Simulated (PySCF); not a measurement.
# H8Si3, SMILES `[SiH3][SiH2][SiH3]`: electronic structure

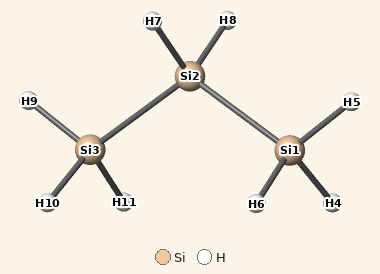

The molecule, with its atoms numbered as below. No frequency check shows the geometry to be a minimum.

Cartesian coordinates (Å):

```
Si1     -1.9641   -0.3912    0.0010
Si2     -0.0000    0.8332    0.0000
Si3      1.9641   -0.3911   -0.0010
H4      -2.0535   -1.2650    1.1744
H5      -3.1833    0.4207   -0.0097
H6      -2.0547   -1.2650   -1.1723
H7      -0.0005    1.7529   -1.1517
H8       0.0005    1.7528    1.1517
H9       3.1833    0.4207    0.0098
H10      2.0535   -1.2650   -1.1744
H11      2.0547   -1.2650    1.1723
```

## 1. Electrostatic potential

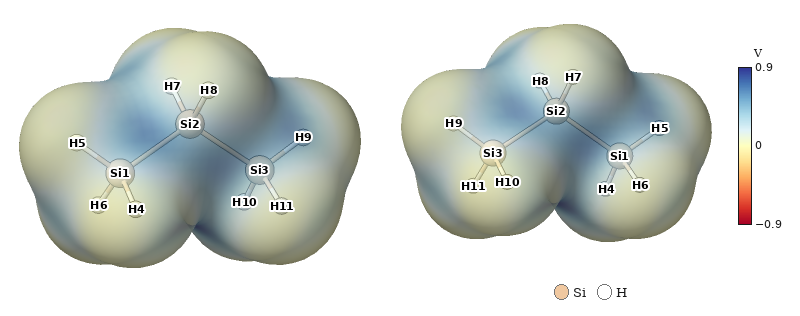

Electrostatic potential on the surface of electron density 0.001 a.u. (back view left, front view right).

Computed with PySCF, B3LYP/def2-SVPD, geometry: GFN2-xTB.

> Where are the extremes of the potential on the surface?

Highest: 0.87 V, near Si3 (2.38 Å), H11 (2.39 Å), Si1 (2.42 Å), H10 (2.42 Å), H4 (2.42 Å), H6 (2.45 Å) and Si2 (2.60 Å). Further maxima include 0.69 V, off the Si2–H7 bond (2.1 to 2.2 Å from its atoms), and at like points elsewhere; 0.68 V, near H10 (2.12 Å), Si3 (2.17 Å) and H9 (2.22 Å), and at like points elsewhere. Lowest: −0.02 V, 1.5 Å from H11, and at like points elsewhere. Further minima include −0.02 V, 1.5 Å from H6. The surface is sampled at points, so like sites can differ by a few per cent and only the strongest of them is named.

## 2. In an electric field

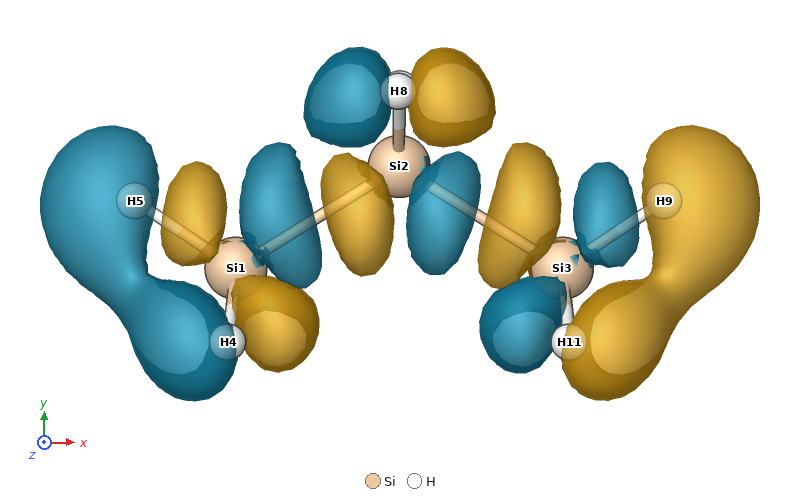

Change of the electron density in a uniform field of 0.21 V/Å, surfaces at ±0.0015 e/Å³ (yellow: gain, teal: loss).

Level of theory: B3LYP/def2-SVPD (PySCF), at a geometry from GFN2-xTB.

The field was applied in both directions; the picture shows the one opposite to the script's first.

> Along which Cartesian direction does the field point?

Along −x: electrons gather on the +x side, against the field.

> How large is the response?

The induced dipole is 1.15 D (along the field); α along this axis, from the fields in both directions, is 113 bohr³ (16.8 Å³).

## 3. Removing or adding an electron

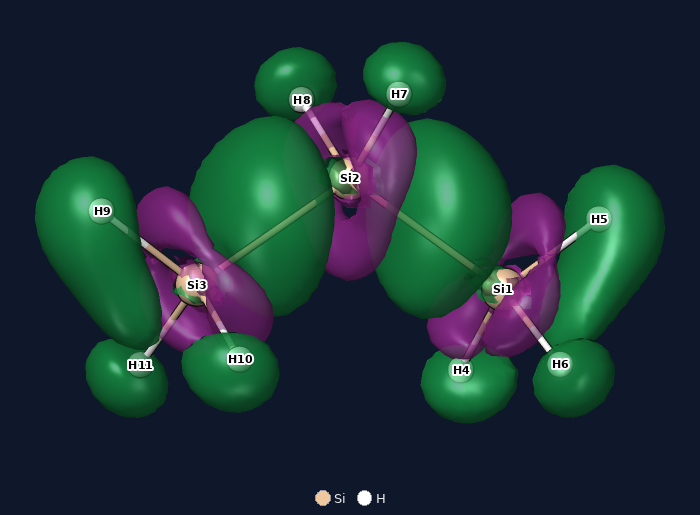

Fukui function f⁻ = ρ(N) − ρ(N−1) at fixed geometry, surfaces at ±0.02 e/Å³ (green positive, purple negative).

Method: B3LYP/def2-SVPD; geometry: GFN2-xTB; program: PySCF.

> Which atoms respond most to the removal of an electron?

f⁻ (Hirshfeld-condensed) is largest on Si2 (0.19) and Si1 and Si3 (0.17 each); the vertical ionisation energy is 10.23 eV (the stability of the cation's solution wasn't checked). Condensed values hint at sites of electrophilic attack but needn't mark the atom that reacts. Shares this close don't rank the sites. Orbital relaxation makes it negative in places (0.20 e in all).

| atom | f⁻ | charge |
| --- | --- | --- |
| Si1 | +0.17 | +0.24 |
| Si2 | +0.19 | +0.17 |
| Si3 | +0.17 | +0.24 |
| H4 | +0.05 | −0.08 |
| H5 | +0.08 | −0.08 |
| H6 | +0.05 | −0.08 |
| H7 | +0.05 | −0.08 |
| H8 | +0.05 | −0.08 |
| H9 | +0.08 | −0.08 |
| H10 | +0.05 | −0.08 |
| H11 | +0.05 | −0.08 |

The PySCF runs shown took 15 s, 37 s and 46 s on 1 thread of Arm Neoverse V1, with other jobs on the host.
